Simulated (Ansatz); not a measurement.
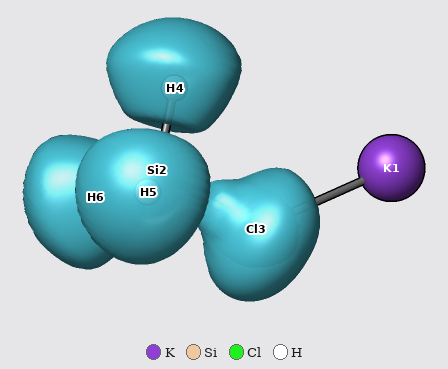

ClH₃KSi (charge +1). Isosurface of the electron localisation function at 0.8 (cyan), seen at a tilt. Only the valence region is drawn (cores and ρ < 0.01 e/Å³ removed).

Geometry: rigid move from PBE0-D4/def2-TZVP.

Level of theory: Ansatz 0.2.0, RKS PBE0-D4/def2-TZVPPD.

```tsv
atom	x (Å)	y (Å)	z (Å)
K	-0.6822	-1.8857	-3.2465
Si	0.1654	0.2375	0.5497
Cl	-0.8201	0.1296	-1.3119
H	0.9588	-1.0048	0.6520
H	-0.9050	0.3143	1.5606
H	1.0071	1.4460	0.4825
```

> What do the ELF domains correspond to?

The surface consists of three regions around hydrogen nuclei and one region on Cl in which the atom's valence shell and bonds are merged. Profiles from the grid: Si–Cl (2.11 Å): the ELF peaks at about 0.90 between the atoms, as expected for a shared but strongly polarised pair. K–Cl (2.80 Å): the ELF peaks at about 0.90 in the valence shell of Cl, 0.8 Å from its nucleus, and is about 0.10 at the midpoint: an ionic contact with no shared pair.
